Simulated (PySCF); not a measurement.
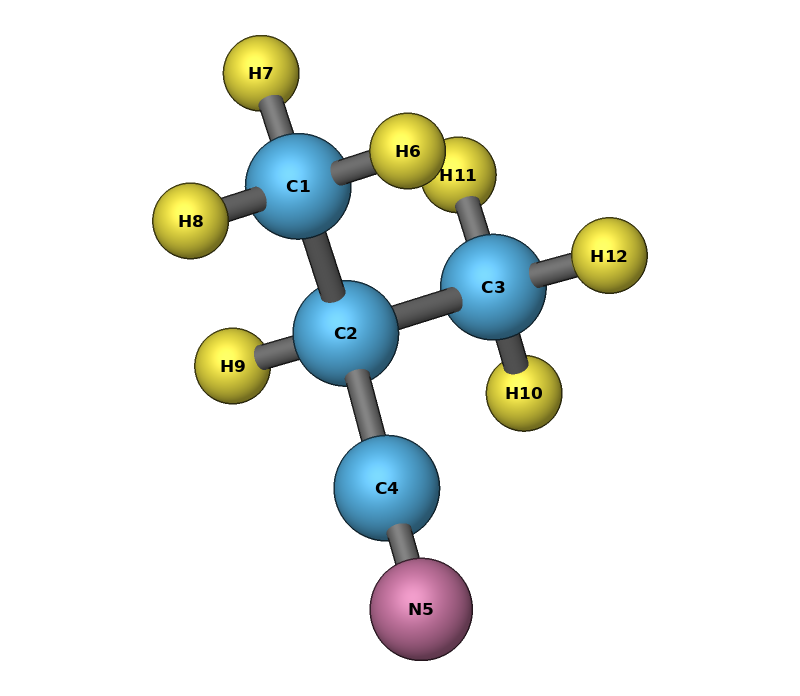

The computed structure is the end point of a PBE0-D3(BJ)/def2-SVP optimisation. No frequency run is at hand to confirm it as a minimum. Level of theory: GIAO HF/pcSseg-2 NMR shielding, non-relativistic, gas phase (PySCF 2.14.0). Principal shieldings σ11 ≤ σ22 ≤ σ33, span Ω = σ33 − σ11, skew κ = 3(σiso − σ22)/Ω.

Give the shielding tensors of the N atoms.

```csv
atom,σ11,σ22,σ33,σiso,Ω,κ
N5,−204.2,−200.4,285.1,−39.8,489.3,0.98
```

Shieldings and span in ppm.
